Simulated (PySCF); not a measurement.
Dissociation curve of H₄Sn, SMILES [SnH4]. The Sn1–H5 bond (Sn1 also carries H, H, H; H5 carries nothing else) is stretched with both fragments frozen at the PBE0/def2-TZVP, def2 effective core potentials past Kr optimised geometry.

- RKS-B3LYP = restricted B3LYP/def2-SVP, def2 effective core potentials past Kr run with PySCF
- UKS-B3LYP = unrestricted B3LYP/def2-SVP, def2 effective core potentials past Kr (PySCF 2.14.0)
- RKS-LDA (SVWN5) = restricted LDA (SVWN5)/def2-SVP, def2 effective core potentials past Kr (PySCF)

Magnitude of the dipole moment (D; its direction can reverse along the curve, and a method can change to another solution) and Mulliken charge of the fragment that holds Sn1:

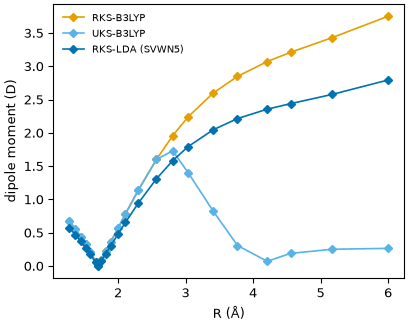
Fig. 1. Dipole moment against bond length.

| R / Å | μ RKS-B3LYP | q RKS-B3LYP | μ UKS-B3LYP | q UKS-B3LYP | μ RKS-LDA (SVWN5) | q RKS-LDA (SVWN5) |
|---|---|---|---|---|---|---|
| 1.28 | 0.67 | 0.20 | 0.67 | 0.20 | 0.57 | 0.13 |
| 1.37 | 0.56 | 0.15 | 0.56 | 0.15 | 0.47 | 0.08 |
| 1.45 | 0.44 | 0.12 | 0.44 | 0.12 | 0.37 | 0.05 |
| 1.52 | 0.32 | 0.10 | 0.32 | 0.10 | 0.28 | 0.04 |
| 1.59 | 0.21 | 0.09 | 0.21 | 0.09 | 0.17 | 0.03 |
| 1.67 | 0.06 | 0.09 | 0.06 | 0.09 | 0.05 | 0.02 |
| 1.70 | 0.01 | 0.09 | 0.01 | 0.09 | 0.01 | 0.02 |
| 1.75 | 0.09 | 0.09 | 0.09 | 0.09 | 0.07 | 0.03 |
| 1.82 | 0.22 | 0.09 | 0.22 | 0.09 | 0.19 | 0.03 |
| 1.89 | 0.36 | 0.09 | 0.36 | 0.09 | 0.30 | 0.04 |
| 2.00 | 0.57 | 0.10 | 0.57 | 0.10 | 0.48 | 0.04 |
| 2.11 | 0.78 | 0.11 | 0.78 | 0.11 | 0.65 | 0.05 |
| 2.30 | 1.14 | 0.12 | 1.14 | 0.12 | 0.94 | 0.07 |
| 2.57 | 1.60 | 0.14 | 1.60 | 0.14 | 1.31 | 0.08 |
| 2.81 | 1.96 | 0.14 | 1.73 | 0.13 | 1.58 | 0.09 |
| 3.04 | 2.24 | 0.15 | 1.40 | 0.10 | 1.79 | 0.10 |
| 3.41 | 2.60 | 0.15 | 0.82 | 0.06 | 2.05 | 0.10 |
| 3.77 | 2.85 | 0.15 | 0.31 | 0.03 | 2.21 | 0.10 |
| 4.21 | 3.07 | 0.15 | 0.07 | 0.01 | 2.36 | 0.11 |
| 4.56 | 3.21 | 0.15 | 0.19 | 0.00 | 2.44 | 0.11 |
| 5.17 | 3.43 | 0.15 | 0.25 | 0.00 | 2.58 | 0.11 |
| 6.00 | 3.75 | 0.14 | 0.26 | 0.00 | 2.79 | 0.10 |

At the longest distance RKS-B3LYP, RKS-LDA (SVWN5) leaves fractional charges on the fragments, a sign of delocalisation error or of the restricted form. The restricted form behind RKS-B3LYP, RKS-LDA (SVWN5) keeps the bonding electrons paired and can't separate into open-shell fragments. The unrestricted determinant behind UKS-B3LYP is spin-contaminated at 2.81 to 6.00 Å (<S²> up to 1.0, against 0.00 for a pure singlet).
